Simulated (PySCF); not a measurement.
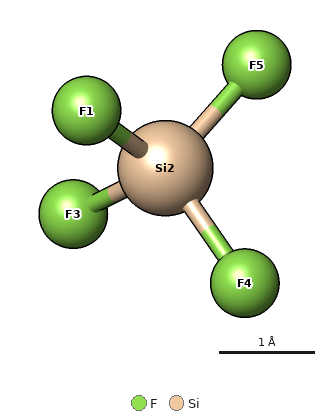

The input geometry (ball-and-stick view, seen at a tilt; atoms are numbered from 1 in the order of the input). Bond lengths as drawn: F–Si 1.56 Å.

## Excited-state calculation, with input and output: SiF₄

- system: SiF₄, SMILES F[Si](F)(F)F
- method: CIS/x2c-TZVPall, RHF, sfX2C (PySCF 2.14.0)

The geometry comes from this level: PBE0-D4/def2-TZVP.

**The program's output**
```
converged SCF energy = -688.127720171294
Final energy -688.1277201712938
Excitation energies (eV)
[14.29573862 14.29574711 14.29576657]

** Singlet excitation energies and oscillator strengths **
state   eV      nm      f
  1   14.2957     86.7   0.00000
  2   14.2957     86.7   0.00000
  3   14.2958     86.7   0.00000
```

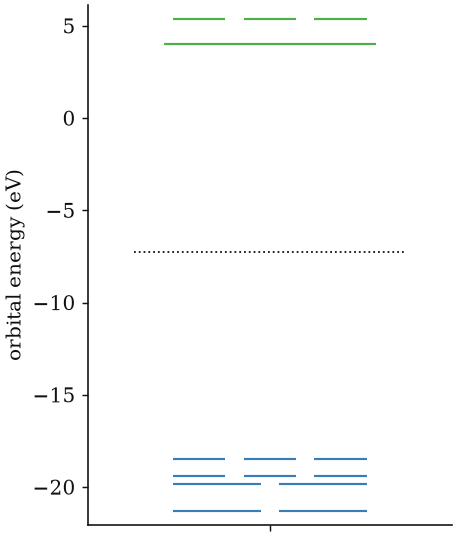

Orbital energies near the frontier (SCF reference); the dotted line parts filled from empty levels, and levels within 0.02 eV of each other stand side by side. Highest filled −18.45 eV, lowest empty 3.99 eV, 22.44 eV apart.

This output came from the following input.

**The input (input.py)**
```python
# F[Si](F)(F)F
from pyscf import gto, tdscf

system = gto.Mole()
system.atom = '''
F      0.143200    -0.791930     1.338460
Si     0.000000     0.000000     0.000000
F     -1.047100     1.144420     0.181750
F     -0.477230    -0.967810    -1.129040
F      1.381130     0.615320    -0.391170
'''
system.spin = 0
system.verbose = 3
system.max_memory = 1860
system.charge = 0
system.basis = 'x2c-tzvpall'
system.build()

mf = system.RHF()
mf = mf.x2c()
mf.conv_tol = 1e-10
mf.kernel()
if not mf.converged:
    mf = mf.newton().run(mf.mo_coeff, mf.mo_occ)

etot = mf.e_tot
print('Final energy', etot)

td = mf.TDA()
td.nstates = 3
td.kernel()
td.analyze()
roots = td.e * 27.211386
osc = td.oscillator_strength()
print('state   eV      nm      f')
for i, (w, f) in enumerate(zip(roots, osc), 1):
    print('%3d %9.4f %8.1f %9.5f' % (i, w, 1239.842 / w, f))
```

Run as:
```bash
OMP_NUM_THREADS=1 python input.py
```

**Summary**

- outcome: converged
- total energy: −688.127720 hartree
- basis functions: 161
- HOMO of the SCF reference: −18.45 eV
- LUMO of the SCF reference: 3.99 eV
- lowest excitation: 14.30 eV
- hardware: 1 thread of Intel Xeon @ 2.70GHz, 189 GiB of memory available, shared host
- wall time: 80 s
- peak memory: 0.81 GiB
